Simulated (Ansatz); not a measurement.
**Lu4SiF: what a guessed cell relaxes into**

Aim: relax a trial structure of Lu4SiF and see where it ends.

Program: Ansatz 0.2.0. Level of theory: DFT PBE, scalar-relativistic, plane waves, PAW. These are calculated values, not measurements.

## 1. The system as given

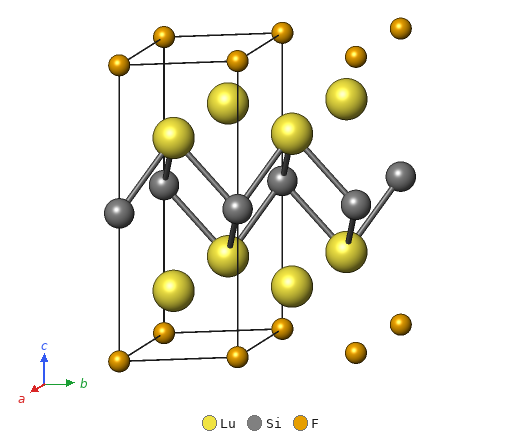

The starting structure, seen slightly off an axis (lutetium yellow, silicon grey, fluorine amber). 1×2×1 cells are drawn. Atoms on the faces are drawn again on the opposite ones.

Coordinates:

```cif
data_structure
_symmetry_space_group_name_H-M 'P-3m1'
_symmetry_Int_Tables_number 164
_cell_length_a 3.9952
_cell_length_b 3.9952
_cell_length_c 10.2332
_cell_angle_alpha 90.000
_cell_angle_beta 90.000
_cell_angle_gamma 120.000
_cell_volume 141.46
loop_
_atom_site_label
_atom_site_type_symbol
_atom_site_symmetry_multiplicity
_atom_site_Wyckoff_symbol
_atom_site_fract_x
_atom_site_fract_y
_atom_site_fract_z
_atom_site_occupancy
Lu1 Lu 2 d 0.66667 0.33333 0.71800 1
Lu2 Lu 2 d 0.66667 0.33333 0.20175 1
Si1 Si 1 b 0.00000 0.00000 0.50000 1
F1 F 1 a 0.00000 0.00000 0.00000 1
```

Recipe of the guess: species swapped into a database cell of SrCaSi4 (P-3m1, No. 164), with Si on the Sr sites, F on the Ca sites and Lu on the Si sites. Its size is a rough estimate.

## 2. Probe: one point on a coarse mesh

Input file input.yaml:

```yaml
crystal:
  lattice:
    - [3.99523986, 0.0, 0.0]
    - [-1.99761993, 3.45997922, 0.0]
    - [0.0, 0.0, 10.23316513]
  atoms:
    - { symbol: Lu, position: [0.66666667, 0.33333333, 0.71799642] }
    - { symbol: Lu, position: [0.66666667, 0.33333333, 0.20175435] }
    - { symbol: Lu, position: [0.33333333, 0.66666667, 0.79824565] }
    - { symbol: Lu, position: [0.33333333, 0.66666667, 0.28200358] }
    - { symbol: Si, position: [0.0, 0.0, 0.5] }
    - { symbol: F, position: [0.0, 0.0, 0.0] }
basis:
  ecutwfc: 420
kpoints:
  mp_grid: { grid: [6, 6, 2] }
hamiltonian:
  xc: pbe
scf:
  occupations: { method: gaussian, width: 0.1 }
  lower_state_search: "off"
output:
  forces: true
  stress: true
  eigenvalues: true
```

The run is started by

```sh
$ ansatz run input.yaml --threads 1 --pin off --max-ram 2560MiB --backend cpu --events-out ev --progress --plain --runs-dir out
```

Output, cut to the lines that bear on the results:

```text
[...]
SCF converged after 12 iterations
Free energy (F): -60362.118176 eV
[...]
E sigma→0 (E₀):  -60362.099566 eV
Entropy (-TS):   -0.037221 eV (-6.203 meV/atom)
Fermi energy:    12.177165 eV
[...]
--- Forces (eV/Å), atoms counted from 1 ---
  atom   1  Lu    -0.00000000    -0.00000000    -5.80738458
  atom   2  Lu    -0.00000000    -0.00000000    -4.33675118
  atom   3  Lu     0.00000000     0.00000000     4.33675118
  atom   4  Lu     0.00000000     0.00000000     5.80738458
  atom   5  Si    -0.00000000     0.00000000     0.00000000
  atom   6  F      0.00000000     0.00000000     0.00000000
[...]
--- Stress (GPa, compression-positive) ---
       16.703295       0.000000       0.000000
        0.000000      16.703295       0.000000
        0.000000       0.000000      -5.600985
  P = ⅓ Tr σ = 9.2685 GPa (92.685 kbar)
--- Band table (eV; the first three rows and the last of 14) ---
[...]
```

Wall time 7 s (1 thread of Intel Xeon 6975P-C (Granite Rapids), shared host); peak memory 0.5 GiB.

The probe gives pressure 9.3 GPa, largest force 5.81 eV/Å, gap on this mesh none (metal). A cheap, loose relaxation comes first.

## 3. Rough relaxation on the coarse mesh

input.yaml, as its differences from that of step 2:

```diff
@@ -25 +25,6 @@
   eigenvalues: true
+relax:
+  adjacent_minimum: "off"
+  f_tol: 0.04
+  max_steps: 70
+  cell: { stress_tol: 0.4 }
```

The run is started by

```sh
$ ansatz run input.yaml --threads 1 --pin off --max-ram 2560MiB --backend cpu --events-out ev --progress --plain --runs-dir out
```

Output:

```text
Warning: RAYON_NUM_THREADS=1 ignored (pool sized by the plan → 1); use --threads N
Engine: ansatz 0.2.0, x86_64-unknown-linux-gnu
Pseudopotentials: kind: paw
Pseudopotential: Lu, paw, valence charge 25, recommended cutoff 420 eV (normal), Lu.paw.azcp
Pseudopotential: Si, paw, valence charge 4, recommended cutoff 420 eV (normal), Si.paw.azcp
Pseudopotential: F, paw, valence charge 7, recommended cutoff 420 eV (normal), F.paw.azcp
Functional definition: PBE
  parameter kappa = 0.804
  parameter beta = 0.06672455060314922
  exchange = pbe_x(kappa = kappa, mu = beta*pi^2/3)
  correlation = pbe_c(beta = beta)
Crystal: 6 atoms, lattice volume = 141.458 Å³
Basis set: ecut = 420 eV, 2795 PW (Γ), exchange–correlation on 54×54×144 points (8 copies of the dense FFT grid, shifted against one another)
Bands: 67, of which v1, the nominal top of the filled ones, is band 56 counted from 1 (55 counted from 0)
Symmetry: 12 space group operations
Space group: P-3m1 (ITA 164), of the structure as read, at distance tolerance 5.2e-5 Å
k-points: 14 of 72
Non-local potential: Lu, projectors of the file, l = 0: 3, l = 1: 2, l = 2: 2, l = 3: 3
Non-local potential: Si, projectors of the file, l = 0: 2, l = 1: 2, l = 2: 2
Non-local potential: F, projectors of the file, l = 0: 2, l = 1: 2, l = 2: 1
PAW form: soft (Blöchl's): semilocal exchange-correlation on the pseudo side does not see the compensation charge
PAW one-centre angular grid: Lu, 590 points (default); XC on 64 Gauss nodes
PAW one-centre angular grid: Si, 110 points (default); XC on 64 Gauss nodes
PAW one-centre angular grid: F, 110 points (default); XC on 64 Gauss nodes
Initial density: superposition of atomic densities (neutral atoms: chi_scale 0, normalization atom), corrected by the library's trained network
Initial wavefunctions: pseudopotential atomic-orbital guess
Functional: x = pbe(κ = 0.804, μ = 0.2195149727645171), c = pbe(β = 0.06672455060314922)
SCF iter   1: F=—  HF=-60362.251530 eV  |F-HF|=—  |Δ(HF+E_count)|=         —  Δρ=1.10e-2  dr2=1.50e0  ethr=1.77e-3  ⟨swp⟩=9.1  Hψ=4737  notcnv=0  defer=1
preconditioner: auto → LDOS  [metal: Δε(μ)=0.019 eV  Ē_g=12.327 eV  σ=0.100 eV  W_gap=0.11  n_scr=50 (ndim 8)  ℏωp=31.7 eV  f_vac=0.061  D(μ)=8.11/eV (n_scr^D=82)  β→1.0]
SCF iter   2: F=—  HF=-60362.143549 eV  |F-HF|=—  |Δ(HF+E_count)|=   1.08e-1  Δρ=7.49e-3  dr2=7.79e-2  ethr=1.35e-3  ⟨swp⟩=4.2  Hψ=1657  notcnv=0  defer=32
SCF iter   3: F=—  HF=-60362.146541 eV  |F-HF|=—  |Δ(HF+E_count)|=   2.99e-3  Δρ=5.86e-3  dr2=8.72e-2  ethr=7.02e-5  ⟨swp⟩=3.4  Hψ=2741  notcnv=0  defer=32
SCF iter   4: F=—  HF=-60362.123760 eV  |F-HF|=—  |Δ(HF+E_count)|=   2.28e-2  Δρ=2.86e-3  dr2=1.47e-2  ethr=7.02e-5  ⟨swp⟩=3.1  Hψ=2663  notcnv=0  defer=32
SCF iter   5: F=—  HF=-60362.119458 eV  |F-HF|=—  |Δ(HF+E_count)|=   4.30e-3  Δρ=1.52e-3  dr2=6.07e-3  ethr=1.32e-5  ⟨swp⟩=3.1  Hψ=2319  notcnv=0  defer=32
SCF iter   6: F=—  HF=-60362.118227 eV  |F-HF|=—  |Δ(HF+E_count)|=   1.23e-3  Δρ=6.33e-4  dr2=1.05e-3  ethr=5.47e-6  ⟨swp⟩=2.3  Hψ=1608  notcnv=0  defer=32
SCF iter   7: F=—  HF=-60362.118251 eV  |F-HF|=—  |Δ(HF+E_count)|=   2.36e-5  Δρ=3.16e-4  dr2=2.10e-4  ethr=9.48e-7  ⟨swp⟩=2.4  Hψ=1774  notcnv=0  defer=32
SCF iter   8: F=—  HF=-60362.118240 eV  |F-HF|=—  |Δ(HF+E_count)|=   1.09e-5  Δρ=2.37e-4  dr2=7.69e-5  ethr=1.89e-7  ⟨swp⟩=3.1  Hψ=2256  notcnv=0  defer=32
SCF iter   9: F=—  HF=-60362.118202 eV  |F-HF|=—  |Δ(HF+E_count)|=   3.81e-5  Δρ=8.89e-5  dr2=1.74e-5  ethr=6.93e-8  ⟨swp⟩=3.0  Hψ=2140  notcnv=0  defer=32
SCF iter  10: F=—  HF=-60362.118175 eV  |F-HF|=—  |Δ(HF+E_count)|=   2.67e-5  Δρ=3.69e-5  dr2=2.65e-6  ethr=1.57e-8  ⟨swp⟩=2.1  Hψ=1525  notcnv=0  defer=32
SCF iter  11: F=—  HF=-60362.118176 eV  |F-HF|=—  |Δ(HF+E_count)|=   7.28e-7  Δρ=1.44e-5  dr2=4.07e-7  ethr=2.39e-9  ⟨swp⟩=2.9  Hψ=2039  notcnv=0  defer=32
SCF iter  12: F=-60362.118176 eV  HF=-60362.118176 eV  |F-HF|=4.16e-9  |Δ(HF+E_count)|=   8.25e-8  Δρ=3.62e-6  dr2=1.90e-8  ethr=9.01e-11  ⟨swp⟩=19.1  Hψ=9163  notcnv=0
SCF 1 converged in 12 iterations: F = -60362.118176 eV  dr2 = 1.90e-8
relax step   1: F+E_penalty+E_count = -60362.11817616 eV  Δ(F+E_penalty+E_count) = +0.000e0 eV  max|allowed force component| = 5.807e0 eV/Å  Δτ_max = 0.0000 Å  P = +9.269 GPa  Ω = 141.458 Å³  (12 SCF iters, dr2 threshold 1.00e-7 eV, accepted)
[... from here on, the SCF cycles and remarks between the steps are left out ...]
relax step   2: F+E_penalty+E_count = -60365.92768565 eV  Δ(F+E_penalty+E_count) = -3.810e0 eV  max|allowed force component| = 5.886e0 eV/Å  Δτ_max = 0.1949 Å  P = +4.227 GPa  Ω = 144.137 Å³  energy of the carried Pulay correction = -2.165e-3 eV  (11 SCF iters, dr2 threshold 6.00e-7 eV, accepted)
relax step   3: F+E_penalty+E_count = -60369.44105338 eV  Δ(F+E_penalty+E_count) = -3.513e0 eV  max|allowed force component| = 5.737e0 eV/Å  Δτ_max = 0.1952 Å  P = +2.285 GPa  Ω = 144.910 Å³  energy of the carried Pulay correction = -2.781e-3 eV  (11 SCF iters, dr2 threshold 6.00e-7 eV, accepted)
relax step   4: F+E_penalty+E_count = -60372.60276223 eV  Δ(F+E_penalty+E_count) = -3.162e0 eV  max|allowed force component| = 4.143e0 eV/Å  Δτ_max = 0.1950 Å  P = +0.814 GPa  Ω = 145.226 Å³  energy of the carried Pulay correction = -3.033e-3 eV  (12 SCF iters, dr2 threshold 6.00e-7 eV, accepted)
relax step   5: F+E_penalty+E_count = -60374.69961188 eV  Δ(F+E_penalty+E_count) = -2.097e0 eV  max|allowed force component| = 1.811e0 eV/Å  Δτ_max = 0.2000 Å  P = -1.860 GPa  Ω = 150.092 Å³  energy of the carried Pulay correction = -6.833e-3 eV  (11 SCF iters, dr2 threshold 6.00e-7 eV, accepted)
relax step   6: F+E_penalty+E_count = -60375.31497516 eV  Δ(F+E_penalty+E_count) = -6.154e-1 eV  max|allowed force component| = 4.105e-1 eV/Å  Δτ_max = 0.2000 Å  P = -2.963 GPa  Ω = 153.231 Å³  energy of the carried Pulay correction = -9.218e-3 eV  (12 SCF iters, dr2 threshold 6.00e-7 eV, accepted)
relax step   7: F+E_penalty+E_count = -60375.41777646 eV  Δ(F+E_penalty+E_count) = -1.028e-1 eV  max|allowed force component| = 2.897e-1 eV/Å  Δτ_max = 0.0333 Å  P = -2.705 GPa  Ω = 152.152 Å³  energy of the carried Pulay correction = -8.404e-3 eV  (9 SCF iters, dr2 threshold 6.00e-7 eV, accepted)
relax step   8: F+E_penalty+E_count = -60375.55829039 eV  Δ(F+E_penalty+E_count) = -1.405e-1 eV  max|allowed force component| = 5.946e-1 eV/Å  Δτ_max = 0.0328 Å  P = +0.501 GPa  Ω = 143.577 Å³  energy of the carried Pulay correction = -1.715e-3 eV  (12 SCF iters, dr2 threshold 6.00e-7 eV, accepted)
relax step   9: F+E_penalty+E_count = -60375.63219993 eV  Δ(F+E_penalty+E_count) = -7.391e-2 eV  max|allowed force component| = 7.959e-1 eV/Å  Δτ_max = 0.0297 Å  P = -0.239 GPa  Ω = 143.655 Å³  energy of the carried Pulay correction = -1.778e-3 eV  (11 SCF iters, dr2 threshold 6.00e-7 eV, accepted)
relax step  10: F+E_penalty+E_count = -60375.72490750 eV  Δ(F+E_penalty+E_count) = -9.271e-2 eV  max|allowed force component| = 8.116e-1 eV/Å  Δτ_max = 0.0470 Å  P = -0.289 GPa  Ω = 140.572 Å³  energy of the carried Pulay correction = +7.245e-4 eV  (12 SCF iters, dr2 threshold 6.00e-7 eV, accepted)
relax step  11: F+E_penalty+E_count = -60375.83902399 eV  Δ(F+E_penalty+E_count) = -1.141e-1 eV  max|allowed force component| = 3.493e-1 eV/Å  Δτ_max = 0.0779 Å  P = -0.131 GPa  Ω = 137.603 Å³  energy of the carried Pulay correction = +3.186e-3 eV  (11 SCF iters, dr2 threshold 6.00e-7 eV, accepted)
relax step  12: F+E_penalty+E_count = -60375.86095713 eV  Δ(F+E_penalty+E_count) = -2.193e-2 eV  max|allowed force component| = 7.274e-2 eV/Å  Δτ_max = 0.0495 Å  P = +0.218 GPa  Ω = 136.243 Å³  energy of the carried Pulay correction = +4.332e-3 eV  (9 SCF iters, dr2 threshold 6.00e-7 eV, accepted)
relax step  13: F+E_penalty+E_count = -60375.86205087 eV  Δ(F+E_penalty+E_count) = -1.094e-3 eV  max|allowed force component| = 2.644e-3 eV/Å  Δτ_max = 0.0068 Å  P = -0.013 GPa  Ω = 136.760 Å³  energy of the carried Pulay correction = +3.895e-3 eV  (9 SCF iters, dr2 threshold 5.55e-7 eV, accepted)
relax step  14: F+E_penalty+E_count = -60375.91407059 eV  Δ(F+E_penalty+E_count) = -5.202e-2 eV  max|allowed force component| = 9.744e-4 eV/Å  Δτ_max = 0.0000 Å  P = +0.396 GPa  Ω = 136.760 Å³  stress off target by 1.15e0 GPa  SCF on the basis re-selected at this cell (its energy is not comparable with the rows above)  (9 SCF iters)
relax step  15: F+E_penalty+E_count = -60375.92055121 eV  Δ(F+E_penalty+E_count) = -6.481e-3 eV  max|allowed force component| = 1.689e-2 eV/Å  Δτ_max = 0.0079 Å  P = +0.127 GPa  Ω = 136.949 Å³  energy of the carried Pulay correction = -2.126e-4 eV  (9 SCF iters, dr2 threshold 6.00e-7 eV, accepted)
relax step  16: F+E_penalty+E_count = -60375.92114324 eV  Δ(F+E_penalty+E_count) = -5.920e-4 eV  max|allowed force component| = 1.767e-2 eV/Å  Δτ_max = 0.0000 Å  P = +0.132 GPa  Ω = 136.949 Å³  stress off target by 1.80e-1 GPa  SCF on the basis re-selected at this cell (its energy is not comparable with the rows above)  (6 SCF iters)
basis re-selected at this cell: Δ(F+E_penalty+E_count) = -5.920e-4 eV, ΔP = +0.005 GPa vs the last step (what re-selecting the basis moved, of the pressure what is left beyond the Pulay correction that the steps carried, after the strain that the cell walked since its last selection, with what the two solves' SCF thresholds leave and, on support functions, any second-order correction that the steps lacked; it is no measure of the basis error at this ecutwfc). The dense FFT grid was sized anew with the basis: this SCF ran on 25×25×90 points, the steps before it on 25×25×80, so part of this shift can come from that change (see relax.cell in the input reference). This SCF's stress stands 1.80e-1 GPa from its target on what of the cell is left free (relax.cell.stress_tol is 4.00e-1 GPa) and its largest allowed force component is 1.77e-2 eV/Å (relax.f_tol is 4.00e-2 eV/Å): within both
SCF converged after 6 iterations
Free energy (F): -60375.921143 eV
Harris-Foulkes:  -60375.921143 eV  (|F-HF|=1.70e-9)
Internal energy: -60375.898162 eV  (E = F + TS)
E sigma→0 (E₀):  -60375.909652 eV
Entropy (-TS):   -0.022982 eV (-3.830 meV/atom)
Fermi energy:    13.295603 eV
--- Per-component energies (eV) ---
  E_band       = -46.974262
  E_kinetic    = 1917.778870
  E_local      = -29445.189565  (includes V_loc(G=0)·N_el)
  E_nonlocal   = 2405.154013
  E_hartree    = 12456.591438
  E_xc         = -1007.023260
  E_vxc        = -1181.207881  (∫ρ·V_xc dr)
  E_paw        = -30209.043288  (= ΣΔE_a)
  E_vpaw       = 1343.307319  (= ΣTr[D̂ρ^β])
  E_aug_tail   = 0.002157  (compensation charges beyond the density's cutoff)
  E_ewald      = -16494.168526
  E_smearing   = -0.022982  (= −TS)
  E_closure    = -0.000000  (closes the sum)
  Σ components = -60375.921143   (vs F -60375.921143, Δ=0.00e0)
--- Forces (eV/Å), atoms counted from 1 ---
  atom   1  Lu     0.00000000    -0.00000000     0.01178895
  atom   2  Lu    -0.00000000     0.00000000     0.01766885
  atom   3  Lu     0.00000000    -0.00000000    -0.01766885
  atom   4  Lu     0.00000000     0.00000000    -0.01178895
  atom   5  Si    -0.00000000    -0.00000000     0.00000000
  atom   6  F      0.00000000    -0.00000000     0.00000000
  max |Σ_I F_I| component: 4.63e-18 eV/Å
--- Stress (GPa, compression-positive) ---
        0.179604      -0.000000       0.000000
       -0.000000       0.179604      -0.000000
        0.000000      -0.000000       0.036933
  P = ⅓ Tr σ = 0.1320 GPa (1.320 kbar)
--- Band table (eV; the first three rows and the last of 14) ---
  k-point 0: bands = ["-43.3599", "-43.3475", "-42.7253", "-42.7248", "-14.6070", "-14.0354", "-13.9048", "-13.9048", "-13.8780", "-13.8780", "-13.4656", "-13.4086", "-13.2915", "-13.2915", "-13.2898", "-13.2898", "-12.7197", "4.3593", "4.7076", "5.1570", "5.1570", "7.8770", "7.8869", "7.8933", "7.8933", "7.9151", "7.9220", "7.9220", "7.9330", "7.9330", "7.9355", "7.9796", "7.9796", "7.9862", "7.9880", "8.2576", "8.4544", "8.4696", "8.4781", "8.4781", "8.4845", "8.4895", "8.4895", "8.5068", "8.5068", "8.5135", "8.5135", "8.5370", "8.5402", "8.5403", "9.0226", "11.2869", "11.7328", "14.1528", "14.1679", "14.1679", "14.4164", "14.9757", "14.9757", "15.3491", "15.5206", "15.5206", "15.8965", "15.8965", "16.2282", "16.3175", "16.3175"]
[... 3 lines left out ...]
--- Relaxed structure (14 steps of the walk, 14 accepted, 2 SCFs on fresh bases) ---
  F+E_penalty+E_count = -60375.92114324 eV   max|allowed force component| = 1.767e-2 eV/Å   (the final SCF, on the basis selected at the relaxed cell)
  cell:  # Å, volume = 136.9495 Å³
    - [3.60732200333107, 2.2674313704778545e-33, 4.0119952289085417e-17]
    - [-1.803661001665535, 3.1240324945152795, -2.0059976144542708e-17]
    - [1.0276081305540924e-16, -4.286794715479129e-33, 12.152341535210379]
  atoms:
    - { symbol: Lu, position: [0.6666666666666666, 0.33333333333333337, 0.6584301409262882] }
    - { symbol: Lu, position: [0.6666666666666666, 0.33333333333333337, 0.1169628216944785] }
    - { symbol: Lu, position: [0.3333333333333334, 0.6666666666666667, 0.8830371783055215] }
    - { symbol: Lu, position: [0.33333333333333337, 0.6666666666666667, 0.34156985907371173] }
    - { symbol: Si, position: [0.0, 6.358730308868038e-35, 0.5] }
    - { symbol: F, position: [1.4222943354452937e-33, -9.528431739428414e-35, -4.449893133346827e-19] }
```

Wall time 2.1 min (1 thread of Intel Xeon 6975P-C (Granite Rapids), shared host); peak memory 0.52 GiB.

Relaxation path:

```csv
step,energy from step 1 (eV/cell),largest force component (eV/Å),pressure (GPa),volume (Å³)
1,0.0000,5.8074,9.27,141.46
2,-3.8095,5.8861,4.23,144.14
3,-7.3229,5.7368,2.28,144.91
4,-10.4846,4.1426,0.81,145.23
5,-12.5814,1.8110,-1.86,150.09
6,-13.1968,0.4105,-2.96,153.23
7,-13.2996,0.2897,-2.70,152.15
8,-13.4401,0.5946,0.50,143.58
9,-13.5140,0.7959,-0.24,143.65
10,-13.6067,0.8116,-0.29,140.57
11,-13.7208,0.3493,-0.13,137.60
12,-13.7428,0.0727,0.22,136.24
13,-13.7439,0.0026,-0.01,136.76
14,-13.7959,0.0010,0.40,136.76
15,-13.8024,0.0169,0.13,136.95
16,-13.8030,0.0177,0.13,136.95
```

Step 1 is the start. Steps 14, 16 each repeat the geometry before them on a plane-wave basis chosen anew, so the energy can jump there without any move.

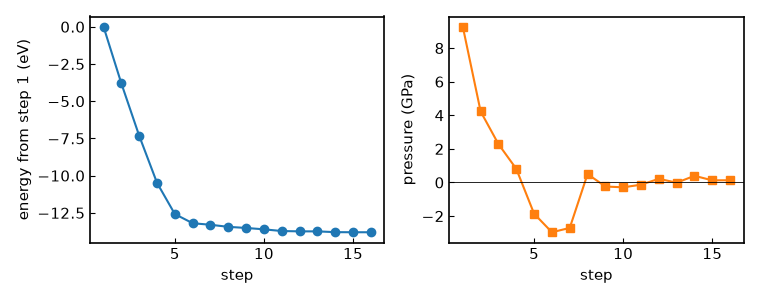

Energy and pressure along the relaxation.

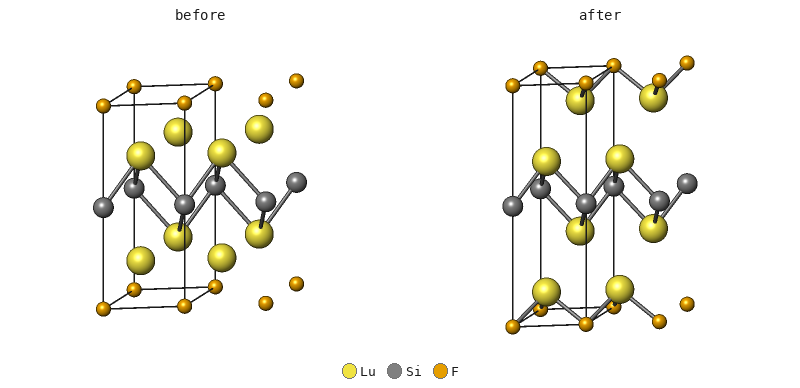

Before and after, at one scale.

|  | before | after | change |
| --- | --- | --- | --- |
| a (Å) | 3.995 | 3.607 | -9.7 % |
| b (Å) | 3.995 | 3.607 | -9.7 % |
| c (Å) | 10.233 | 12.152 | +18.8 % |
| volume (Å³/atom) | 23.58 | 22.82 | -3.2 % |
| shortest distance (Å) | 2.448 | 2.521 | +3.0 % |
| space group (0.01 Å) | P-3m1 | P-3m1 | same |

Forces and stress were held to the start's 12 operations: a distortion of lower symmetry was not tested.

[end of part 1 of 2]
